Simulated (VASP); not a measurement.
Band structure of CsCl (CsCl type). All values below come from HSE06 screened hybrid, VASP's PBE PAW potentials (set 64) (plane waves; VASP 6.6.1).

Unless said otherwise, spin-orbit coupling is left out, though it shifts the bands of the heavy elements here.

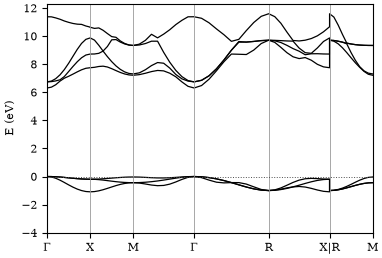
*Bands along high-symmetry lines, zero at the valence-band maximum or, without a gap, the Fermi level*

Question: Read the plot: is there a gap, and where are the band edges?

Answer: The gap is direct, 6.31 eV, from the valence maximum at Γ to the conduction minimum at Γ.

Measured: gap 8.35 eV at 80 K (computed value off by -2.04 eV), as given by Wikipedia, Caesium chloride.

The compound is CsCl in the CsCl type structure. It was relaxed first, which changed the volume by +7 %. The cell's shape comes from a PBE relaxation.
